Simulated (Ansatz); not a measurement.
# RPA@PBE/def2-SVP run of SiCl3O (SMILES [O][Si](Cl)(Cl)Cl)

What is the energy change on altering one bond length of SiCl3O at RPA@PBE/def2-SVP? 

Program for the calculation: Ansatz 0.2.0.

61 further runs of the same task are left out: 10 that didn't finish, 51 set aside as unsound or not needed. Runs told in other sessions of the task aren't counted.

## (1) The system as given

The species is SiCl3O (5 atoms), meant as a doublet with charge 0. SMILES: `[O][Si](Cl)(Cl)Cl`. Geometry: relaxed at PBE0-D4/def2-TZVP.

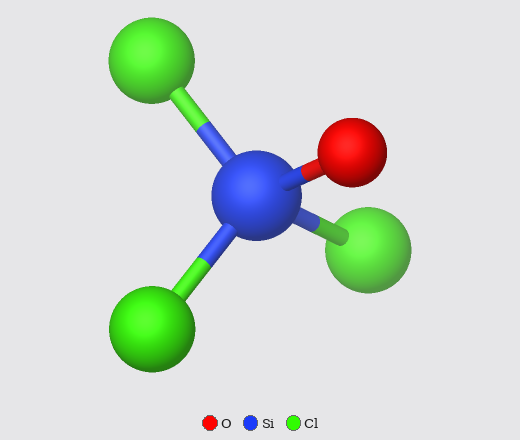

Viewed from a chosen angle; oxygen red, silicon blue, chlorine green.

## (2) A single-point energy at RPA@PBE/def2-SVP

input.yaml

```yaml
basis:
  gaussian:
    orbitals: def2-SVP
crystal:
  periodic: [false, false, false]
  atoms:
    - {symbol: O, position_ang: [0.815000, -1.070800, 1.039300]}
    - {symbol: Si, position_ang: [0.038600, -0.018800, 0.041000]}
    - {symbol: Cl, position_ang: [-1.536500, 0.855600, 0.950500]}
    - {symbol: Cl, position_ang: [-0.542800, -1.265500, -1.438700]}
    - {symbol: Cl, position_ang: [1.275600, 1.425900, -0.633600]}
magnetization:
  spin_polarized: true
  initial_magnetization: 1
hamiltonian:
  xc: {name: PBE}
correlation:
  method: rpa
  frozen_orbitals: {Cl: 5, O: 1, Si: 5}
accuracy: high
```

Command:

```bash
$ ansatz run input.yaml --threads 1 --pin off --max-ram 3480MiB --events-out events.jsonl --progress --plain --runs-dir runs
```

What it wrote:

```text
Warning: RAYON_NUM_THREADS=1 ignored (pool sized by the plan → 1); use --threads N
Functional definition: PBE
  name "PBE"
  parameter kappa = 0.804
  parameter beta = 0.06672455060314922
  exchange = pbe_x(kappa = kappa, mu = beta*pi^2/3)
  correlation = pbe_c(beta = beta)
1630 factors; integrals over basis functions are off by at most 3.6e-9 eV
mean field evaluation 1: about -47444.4917 eV, gradient 5.1e1 eV
mean field evaluation 2: about -47444.4876 eV, gradient 5.1e1 eV
mean field evaluation 4: about -47456.8270 eV, gradient 1.6e1 eV
mean field evaluation 8: about -47457.9497 eV, gradient 6.8e-1 eV
mean field evaluation 16: about -47457.9506 eV, gradient 8.1e-4 eV
mean field evaluation 32: about -47457.9506 eV, gradient 1.4e-7 eV
mean field evaluation 64: about -47457.9505 eV, gradient 7.3e-2 eV
mean field evaluation 96: about -47456.7615 eV, gradient 5.4e0 eV
mean field -47457.95061979 eV, -1744.0475171229 hartree, gradient 3.8e-8 eV, S^2 0.752454; 8 other end points of the search recorded, 0 dependent functions left out
21 core orbitals not correlated: weight in the atoms' cores, before any rotation towards them, 1.000 or more for the frozen orbitals, at most 0.000 for the correlated occupied ones
reference -47396.18621142 eV, -1741.7777169809 hartree; 16, 15 occupied and 49, 50 virtual orbitals, 1630 factors
Total energy: -47423.96690526 eV, -1742.7986386491 hartree
```

Run time: 41 s. Hardware: 1 thread of Arm Neoverse V2, shared host; peak memory 0.34 GiB.

## (3) The distorted shape

run.yaml

```yaml
crystal:
  periodic: [false, false, false]
  atoms:
    - {symbol: O, position_ang: [-0.174576, -2.226532, 1.578967]}
    - {symbol: Si, position_ang: [-0.950976, -1.174532, 0.580667]}
    - {symbol: Cl, position_ang: [-2.526076, -0.300132, 1.490167]}
    - {symbol: Cl, position_ang: [-1.532376, -2.421232, -0.899033]}
    - {symbol: Cl, position_ang: [1.275600, 1.425900, -0.633600]}
basis:
  gaussian:
    orbitals: def2-SVP
magnetization:
  spin_polarized: true
  initial_magnetization: 1
hamiltonian:
  xc: {name: PBE}
correlation:
  method: rpa
  frozen_orbitals: {Cl: 5, O: 1, Si: 5}
accuracy: high
```

Command:

```bash
$ ansatz run run.yaml --threads 1 --pin off --max-ram 3480MiB --events-out events.jsonl --progress --plain --runs-dir runs
```

What it wrote (excerpt; [...] marks lines left out):

```text
Warning: RAYON_NUM_THREADS=1 ignored (pool sized by the plan → 1); use --threads N
Functional definition: PBE
  name "PBE"
[...]
1553 factors; integrals over basis functions are off by at most 4.5e-9 eV
[...]
mean field -47454.92958658 eV, -1743.9364962004 hartree, gradient 2.3e-8 eV, S^2 0.758564; 12 other end points of the search recorded, 0 dependent functions left out
21 core orbitals not correlated: weight in the atoms' cores, before any rotation towards them, 1.000 or more for the frozen orbitals, at most 0.000 for the correlated occupied ones
reference -47390.14091636 eV, -1741.5555564851 hartree; 16, 15 occupied and 49, 50 virtual orbitals, 1553 factors
Total energy: -47421.35648320 eV, -1742.7027074077 hartree
```

Run time: 1.8 min. Hardware: 1 thread of Arm Neoverse V2, shared host; peak memory 0.33 GiB.

## (4) Summary of results

At RPA@PBE/def2-SVP, 21 core orbitals frozen:

```
                                                           quantity           value
                                          first shape: total energy  -1742.79864 Eh
                      first shape: RPA correlation energy (valence)     -1020.9 mEh
                     first shape: ⟨S²⟩ of the reference determinant           0.752
                                      distorted shape: total energy  -1742.70271 Eh
                  distorted shape: RPA correlation energy (valence)     -1147.2 mEh
                 distorted shape: ⟨S²⟩ of the reference determinant           0.759
energy change with the Si2–Cl5 bond stretched from 2.018 to 3.632 Å        2.610 eV
```

What this shows: With the Si2–Cl5 bond stretched from 2.018 to 3.632 Å the energy rises by 2.61 eV (60 kcal/mol). The first shape isn't relaxed at this level, so the change isn't measured from a minimum.
